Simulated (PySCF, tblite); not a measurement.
Bond stretch in Li₂ (cation, charge +1), doublet.

Methods: UMP2 = MP2 on UHF/cc-pVDZ (PySCF 2.14.0); GFN2-xTB, 300 K electronic temperature (tblite); UCCSD(T) = CCSD(T) on UHF/cc-pVDZ run with PySCF.

Energies are in eV, each relative to the lowest point of its own curve near equilibrium.

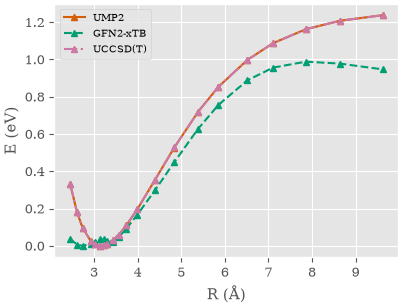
Energy against bond length for each method.

| R / Å | UMP2 | GFN2-xTB | UCCSD(T) |
|---|---|---|---|
| 2.45 | 0.334 | 0.038 | 0.334 |
| 2.61 | 0.180 | 0.007 | 0.180 |
| 2.74 | 0.096 | 0.000 | 0.095 |
| 2.93 | 0.025 | 0.012 | 0.024 |
| 3.02 | 0.008 | 0.023 | 0.008 |
| 3.14 | 0.000 | 0.037 | 0.000 |
| 3.23 | 0.003 | 0.035 | 0.003 |
| 3.29 | 0.008 | 0.024 | 0.008 |
| 3.44 | 0.031 | 0.022 | 0.031 |
| 3.57 | 0.061 | 0.048 | 0.061 |
| 3.74 | 0.110 | 0.093 | 0.110 |
| 3.99 | 0.196 | 0.166 | 0.196 |
| 4.40 | 0.355 | 0.299 | 0.355 |
| 4.84 | 0.528 | 0.449 | 0.528 |
| 5.39 | 0.720 | 0.629 | 0.721 |
| 5.85 | 0.853 | 0.756 | 0.853 |
| 6.52 | 0.998 | 0.889 | 0.999 |
| 7.11 | 1.088 | 0.957 | 1.088 |
| 7.86 | 1.162 | 0.988 | 1.163 |
| 8.64 | 1.208 | 0.978 | 1.208 |
| 9.62 | 1.237 | 0.947 | 1.238 |

At the longest distance, 9.62 Å, UCCSD(T) lies highest above its minimum (1.238 eV) and GFN2-xTB lowest (0.947 eV).
